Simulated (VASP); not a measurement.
**A VASP study of LiCaSc (LDA): structure first, properties next**

Wanted: the relaxed cell of LiCaSc and its properties. The steps: relaxing cell and atoms (LDA), second relaxation, single point with fields (LDA), bands along the symmetry lines (LDA), total and projected DOS (LDA), volume scan with LDA, fit for LDA and elastic constants (LDA). The cell is invented: other elements were put on sites of a known structure type. It may not be a known or stable phase. The atoms of the start are displaced at random from the sites of a P-6m2 cell.

Program: VASP 6.6.1. Level of theory: LDA; plane waves and PAW (Li_sv, Ca_sv, Sc_sv); invented cell. Results are calculated unless marked as measured.

### 1. Set-up

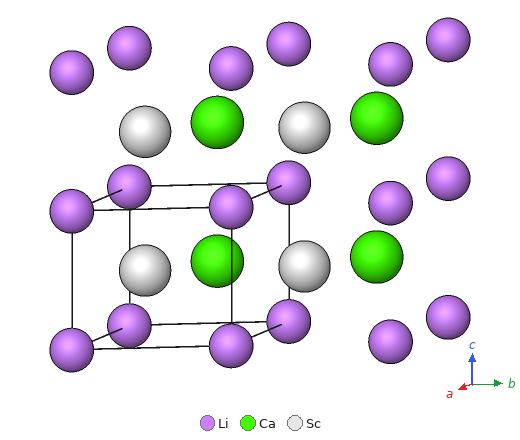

The cell as given, slightly off an axis (lithium purple, calcium green, scandium white). 1×2×2 cells are drawn. Some periodic images of atoms are drawn too.

As a file:

```xyz
3
Lattice="4.1365 0.0000 0.0000 -2.0683 3.5823 0.0000 0.0000 0.0000 3.6024" Properties=species:S:1:pos:R:3 pbc="T T T"
Li    0.0050   -0.0119   -0.0087
Ca    0.0164    2.4051    1.8093
Sc    2.0768    1.2111    1.8107
```

### 2. Relaxing cell and atoms (LDA)

Properties are meant for the cell that this level of theory prefers, so cell and atoms are relaxed first (ISIF = 3) until forces and stress are small; EDIFFG sets the threshold. LDA, the lowest rung, knows the local density alone.

File INCAR:

```
SYSTEM = LiCaSc
PREC = Accurate
ENCUT = 650
EDIFF = 1E-06
NELM = 100
ISMEAR = 1
SIGMA = 0.2
LREAL = .FALSE.
ALGO = Normal
GGA = CA
LORBIT = 11
LWAVE = .FALSE.
LCHARG = .FALSE.
IBRION = 2
NSW = 60
ISIF = 3
EDIFFG = -0.01
```

File POSCAR:

```
LiCaSc
1.0
    4.1365393600      0.0000000000      0.0000000000
   -2.0682696800      3.5823481700      0.0000000000
    0.0000000000      0.0000000000      3.6024159400
Li Ca Sc
1 1 1
Direct
   -0.0004560000     -0.0033100000     -0.0024050000
    0.3396550000      0.6713860000      0.5022420000
    0.6710990000      0.3380690000      0.5026470000
```

File KPOINTS:

```
Automatic mesh
0
Gamma
6 6 6
0 0 0
```

Potentials, in the order of the species: Li_sv, Ca_sv and Sc_sv (LDA family, release 64).

Started as:

```bash
$ mpirun -np 1 vasp_std
```

What it wrote:

```text
[banner, memory and clock lines left out]
running    1 mpi-ranks, on    1 nodes
 distrk:  each k-point on    1 cores,    1 groups
 distr:  one band on    1 cores,    1 groups

 POSCAR found type information on POSCAR LiCaSc
 POSCAR found :  3 types and       3 ions
 LDA part: xc-table for (Slater(with rela. corr.)+CA(PZ))
 , standard interpolation
 POSCAR, INCAR and KPOINTS ok, starting setup
 FFT: planning ... GRIDC
 FFT: planning ... GRID_SOFT
 FFT: planning ... GRID
 WAVECAR not read
 entering main loop
       N       E                     dE             d eps       ncg     rms          rms(c)
DAV:   1     0.314640115807E+03    0.31464E+03   -0.13321E+04  3600   0.186E+03
DAV:   2     0.111196600769E+02   -0.30352E+03   -0.30141E+03  3896   0.519E+02
DAV:   3    -0.733991541308E+01   -0.18460E+02   -0.18071E+02  6472   0.133E+02
DAV:   4    -0.872421942412E+01   -0.13843E+01   -0.13813E+01  5568   0.261E+01
DAV:   5    -0.881711943115E+01   -0.92900E-01   -0.92865E-01  5768   0.755E+00    0.836E+00
DAV:   6    -0.755678215751E+01    0.12603E+01   -0.95700E+00  5376   0.344E+01    0.298E+00
DAV:   7    -0.750435663837E+01    0.52426E-01   -0.36764E-01  5184   0.783E+00    0.200E+00
DAV:   8    -0.748522453123E+01    0.19132E-01   -0.92037E-02  6040   0.232E+00    0.331E-01
DAV:   9    -0.748407836480E+01    0.11462E-02   -0.87128E-03  5344   0.913E-01    0.183E-01
DAV:  10    -0.748420451664E+01   -0.12615E-03   -0.18143E-03  5496   0.402E-01    0.929E-02
DAV:  11    -0.748412802169E+01    0.76495E-04   -0.41970E-04  4656   0.174E-01    0.148E-02
DAV:  12    -0.748412926382E+01   -0.12421E-05   -0.25991E-05  6072   0.465E-02    0.651E-03
DAV:  13    -0.748412895801E+01    0.30581E-06   -0.24956E-06  3424   0.146E-02
   1 F= -.74841290E+01 E0= -.74878172E+01  d E =-.748413E+01
 curvature:   0.00 expect dE= 0.000E+00 dE for cont linesearch  0.000E+00
 trial: gam= 0.00000 g(F)=  0.185E-02 g(S)=  0.178E+01 ort = 0.000E+00 (trialstep = 0.100E+01)
 search vector abs. value=  0.178E+01
 bond charge predicted
       N       E                     dE             d eps       ncg     rms          rms(c)
DAV:   1    -0.204048564512E+02   -0.12921E+02   -0.38828E+02  5368   0.296E+02    0.252E+01
DAV:   2    -0.139161369648E+02    0.64887E+01   -0.20332E+02  6272   0.151E+02    0.117E+01
DAV:   3    -0.947837890743E+01    0.44378E+01   -0.15965E+01  6168   0.566E+01    0.586E+00
DAV:   4    -0.885243755825E+01    0.62594E+00   -0.71433E+00  7072   0.198E+01    0.307E+00
DAV:   5    -0.884124447028E+01    0.11193E-01   -0.14083E+00  5376   0.103E+01    0.137E+00
DAV:   6    -0.884833642953E+01   -0.70920E-02   -0.12655E-01  6928   0.292E+00    0.609E-01
DAV:   7    -0.885707826541E+01   -0.87418E-02   -0.85572E-02  6760   0.203E+00    0.324E-01
DAV:   8    -0.885536291100E+01    0.17154E-02   -0.26088E-02  5376   0.130E+00    0.103E-01
DAV:   9    -0.885544882386E+01   -0.85913E-04   -0.18995E-03  5912   0.404E-01    0.524E-02
DAV:  10    -0.885539898796E+01    0.49836E-04   -0.23093E-04  5872   0.131E-01    0.152E-02
DAV:  11    -0.885539671360E+01    0.22744E-05   -0.38722E-05  6312   0.515E-02    0.471E-03
DAV:  12    -0.885539673091E+01   -0.17312E-07   -0.21037E-06  3344   0.122E-02
   2 F= -.88553967E+01 E0= -.88589342E+01  d E =-.137127E+01
[... from here on, the cycles between the ionic steps are left out ...]
   3 F= -.95788643E+01 E0= -.95801326E+01  d E =-.209474E+01
   4 F= -.95905843E+01 E0= -.95927853E+01  d E =-.210646E+01
   5 F= -.97698405E+01 E0= -.97697664E+01  d E =-.179256E+00
   6 F= -.97877421E+01 E0= -.97871379E+01  d E =-.197158E+00
   7 F= -.97892693E+01 E0= -.97890019E+01  d E =-.198685E+00
   8 F= -.98128168E+01 E0= -.98127835E+01  d E =-.235475E-01
   9 F= -.98130101E+01 E0= -.98129957E+01  d E =-.237408E-01
  10 F= -.98130143E+01 E0= -.98130046E+01  d E =-.237450E-01
 curvature:  -0.85 expect dE=-0.110E-03 dE for cont linesearch -0.145E-05
 ZBRENT: bracketing found
 ZBRENT: accuracy reached
 trial: gam= 0.00919 g(F)=  0.126E-04 g(S)=  0.116E-03 ort =-0.225E-03 (trialstep = 0.147E+01)
 search vector abs. value=  0.128E-03
 bond charge predicted
       N       E                     dE             d eps       ncg     rms          rms(c)
DAV:   1    -0.981398449096E+01   -0.97114E-03   -0.48307E-02  4400   0.391E+00    0.187E-01
DAV:   2    -0.981333374126E+01    0.65075E-03   -0.33872E-03  5640   0.725E-01    0.916E-02
DAV:   3    -0.981318191238E+01    0.15183E-03   -0.10456E-03  6048   0.210E-01    0.450E-02
DAV:   4    -0.981314296213E+01    0.38950E-04   -0.32270E-04  6312   0.138E-01    0.187E-02
DAV:   5    -0.981314254905E+01    0.41308E-06   -0.14532E-05  5360   0.383E-02    0.908E-03
DAV:   6    -0.981314272707E+01   -0.17802E-06   -0.35088E-06  4616   0.141E-02
  11 F= -.98131427E+01 E0= -.98130760E+01  d E =-.128437E-03
 trial-energy change:   -0.000128  1 .order   -0.000127   -0.000186   -0.000069
 step:   2.3199(harm=  2.3199)  dis= 0.00111  next Energy=    -9.813162 (dE=-0.147E-03)
 reached required accuracy - stopping structural energy minimisation
```

Wall time 15 min (1 MPI rank of Intel Xeon Platinum 8375C at 2.90GHz (Ice Lake), shared host); peak memory 0.29 GiB.

Lines that name or quote the potential files are left out of all logs, and their timing lines are given in words.

From OUTCAR (step 2):

```text
ion  position               nearest neighbor table
   1  1.000  0.997  0.998-   3 2.96   3 2.98   3 2.99   3 2.99   3 3.01   3 3.02
   2  0.340  0.671  0.502-   3 2.38   3 2.39   3 2.40
   3  0.671  0.338  0.503-   2 2.38   2 2.39   2 2.40   1 2.96   1 2.98   1 2.99   1 2.99   1 3.01
                             1 3.02

  LATTYP: Found a hexagonal cell.
 ALAT       =     4.1365393600
 C/A-ratio  =     0.8708767466

 Subroutine GETGRP returns: Found  1 space group operations
 (whereof  1 operations were pure point group operations)

The static configuration has the point symmetry C_1 .

 Found    112 irreducible k-points:

   k-points           NKPTS =    112   k-points in BZ     NKDIM =    112   number of bands    NBANDS=     16

   dimension x,y,z NGX =    36 NGY =   36 NGZ =   30
   dimension x,y,z NGXF=    72 NGYF=   72 NGZF=   60

   ENCUT  =  650.0 eV  47.77 Ry    6.91 a.u.   8.60  8.60  7.49*2*pi/ulx,y,z

   NELECT =      24.0000    total number of electrons

 k-points in reciprocal lattice and weights: Automatic mesh
   0.00000000  0.00000000  0.00000000       0.005
   0.16666667  0.00000000  0.00000000       0.009
   0.00000000  0.16666667  0.00000000       0.009
  -0.16666667  0.16666667  0.00000000       0.009
   0.33333333  0.00000000  0.00000000       0.009
   0.00000000  0.33333333  0.00000000       0.009
  -0.33333333  0.33333333  0.00000000       0.009
   0.50000000  0.00000000  0.00000000       0.005
   0.00000000  0.50000000  0.00000000       0.005
[...]
0.50000000 -0.16666667  0.50000000       0.009
   0.33333333  0.33333333  0.50000000       0.009

 average (electrostatic) potential at core
       1 -65.2769       2 -47.1098       3 -48.6205

 E-fermi :   2.5259

 k-point     1 :       0.0000    0.0000    0.0000
  band No.  band energies     occupation
    ...
      9     -19.1566      2.00000
     10      -1.8010      2.00000
     11       2.2438      2.06276
     12       2.2533      2.06607
     13       2.2923      2.06984
     14       3.3047     -0.00000
     15       3.3087     -0.00000
     16       3.4030     -0.00000

 k-point     2 :       0.1667    0.0000    0.0000
  band No.  band energies     occupation
    ...
      9     -19.1566      2.00000
     10      -1.6013      2.00000
     11       1.8889      2.00006
     12       2.2597      2.06792
     13       2.3570      2.00106
     14       2.9127     -0.01966
     15       3.2551     -0.00000
     16       3.6317     -0.00000

 k-point     3 :       0.0000    0.1667    0.0000
  band No.  band energies     occupation
    ...
      9     -19.1566      2.00000
     10      -1.6008      2.00000
     11       1.8948      2.00008
     12       2.2615      2.06838
     13       2.3504      2.01459
     14       2.9117     -0.01995
     15       3.2577     -0.00000
     16       3.6303     -0.00000

  Total        0.0057984      0.0028055      0.0296836      0.0008649      0.0008223      0.0002238
  in kB        0.1246400      0.0603059      0.6380656      0.0185906      0.0176757      0.0048109
  external PRESSURE =       0.2743372 kB  Pullay stress =       0.0000000 kB

  energy-cutoff  :      650.00
  volume of cell :       74.54
      direct lattice vectors                 reciprocal lattice vectors
     5.369672016  0.003415985  0.000170906     0.186162704  0.107537053 -0.000031195
    -2.681892724  4.642757114  0.000511839    -0.000136971  0.215310139 -0.000042680
     0.000158529  0.000592539  2.988678610    -0.000010622 -0.000043023  0.334596040

 POSITION                                       TOTAL-FORCE (eV/Angst)
 -----------------------------------------------------------------------------------
      0.01186      0.00463      0.00192         0.000520      0.008268      0.001144
      0.01411      3.10781      1.49598         0.002878     -0.005630     -0.003337
      2.70079      1.56289      1.49888        -0.003398     -0.002638      0.002193
 -----------------------------------------------------------------------------------
    total drift:                                0.000303      0.000077     -0.000004

  FREE ENERGIE OF THE ION-ELECTRON SYSTEM (eV)
  ---------------------------------------------------
  free  energy   TOTEN  =        -9.8131427271 eV

  energy  without entropy=       -9.8129425647  energy(sigma->0) =       -9.81307601

 reached required accuracy - stopping structural energy minimisation

 total charge
# of ion       s       p       d       tot
------------------------------------------
    1        2.028   0.058   0.000   2.086
    2        2.101   5.820   0.317   8.238
    3        2.292   6.059   1.056   9.407
--------------------------------------------------
tot          6.421  11.938   1.373  19.731

[... 3 further parts left out ...]
```

CONTCAR:

```
LiCaSc
   1.00000000000000
     5.3696720156451390    0.0034159847094926    0.0001709061859290
    -2.6818927236586148    4.6427571141350645    0.0005118390141997
     0.0001585286529331    0.0005925391750111    2.9886786097527271
  Li              Ca              Sc
     1     1     1
Direct
     0.0027047756092970    0.0009943624465220    0.0006430126410856
     0.3367841386421883    0.6690776635404999    0.5004164805053944
     0.6708090857485135    0.3360729740129745    0.5014245068535225
```

The k-mesh is coarse for a metal. After so large a change of volume the plane waves of the start cell no longer fit, so the final stress carries a basis-set error.

Relaxation path:

| step | energy less that of the first step (eV) | largest force (eV/Å) | pressure (GPa) | volume (Å³) |
| --- | --- | --- | --- | --- |
| 1 | 0.0000 | 0.1334 | 13.32 | 53.38 |
| 2 | -1.3713 | 0.0677 | 4.38 | 65.25 |
| 3 | -2.0947 | 0.0499 | -2.10 | 83.44 |
| 4 | -2.1065 | 0.0510 | -2.75 | 86.01 |
| 5 | -2.2857 | 0.0243 | -1.92 | 80.97 |
| 6 | -2.3036 | 0.0175 | -1.58 | 79.31 |
| 7 | -2.3051 | 0.0153 | -1.43 | 78.69 |
| 8 | -2.3287 | 0.0106 | -0.09 | 74.83 |
| 9 | -2.3289 | 0.0102 | 0.02 | 74.52 |
| 10 | -2.3289 | 0.0101 | 0.05 | 74.44 |
| 11 | -2.3290 | 0.0084 | 0.03 | 74.54 |

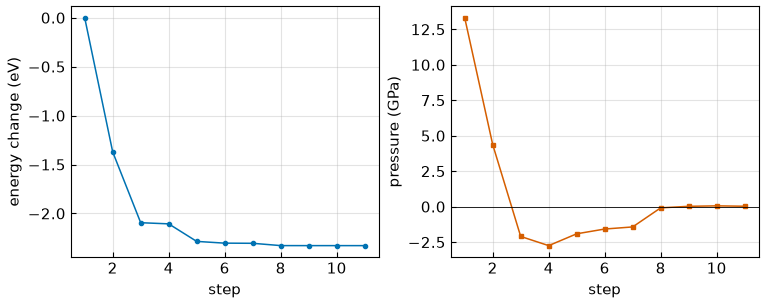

Energy and pressure along the relaxation.

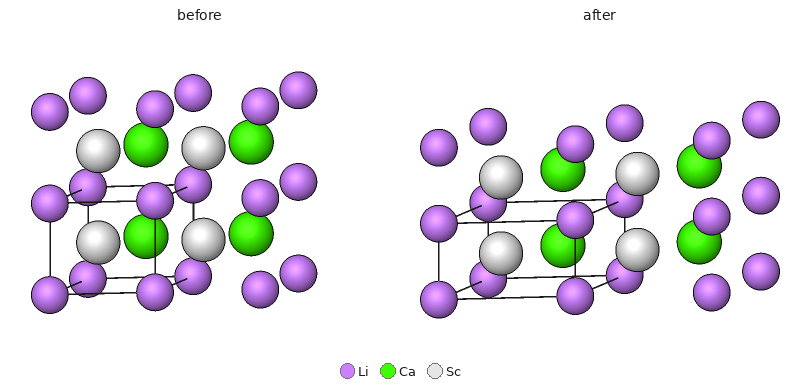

Before and after, at one scale.

| cell as run | before | after | change |
| --- | --- | --- | --- |
| a (Å) | 4.137 | 5.370 | +29.8 % |
| b (Å) | 4.137 | 5.362 | +29.6 % |
| c (Å) | 3.602 | 2.989 | -17.0 % |
| α (°) | 90.00 | 89.99 | -0.0 % |
| γ (°) | 120.00 | 119.98 | -0.0 % |
| volume (Å³/atom) | 17.79 | 24.85 | +39.6 % |

The atoms that moved most (Å, as changes of fractional coordinates times the final cell):

| atom | dx | dy | dz | length |
| --- | --- | --- | --- | --- |
| Li1 | 0.005 | 0.020 | 0.009 | 0.023 |
| Ca2 | -0.009 | -0.011 | -0.005 | 0.015 |
| Sc3 | 0.004 | -0.009 | -0.004 | 0.011 |

The relaxed structure:

```
Li Ca Sc
1.0
     5.36967    0.00342    0.00017
    -2.68189    4.64276    0.00051
     0.00016    0.00059    2.98868
Li Ca Sc
1 1 1
Cartesian
  0.0119 0.0046 0.0019
  0.0141 3.1078 1.4960
  2.7008 1.5629 1.4989
```

This step gave:

| Quantity | Value |
| --- | --- |
| electrons | 24 |
| bands | 16 |
| irreducible k-points | 112 |
| symmetry operations | 1 |
| free energy (TOTEN) | -9.813 eV |
| energy at zero smearing | -9.813 eV |
| Fermi energy | 2.526 eV |
| pressure | 0.02743 GPa |
| metallic | yes |
| SCF cycles over all ionic steps | 101 |

It ends with a largest force of 0.008 eV/Å and a pressure of 0.03 GPa.

(Continued in part 2 of 4.)

[Lines on the potential files, build, host, timing and source positions are cut from VASP's logs without a mark.]

[Logs are printed without paths, hosts, clocks, repeated set-up lines and the standing remarks that a program may print on its own settings, such as how far it seeks lower states.]

[Hosts, paths, dates, database ids (printed as entryN), source tags and the programs' standing remarks are cut or masked in the printed files.]

[A measured line is paired with the nearest computed mode of its activity, which favours agreement.]
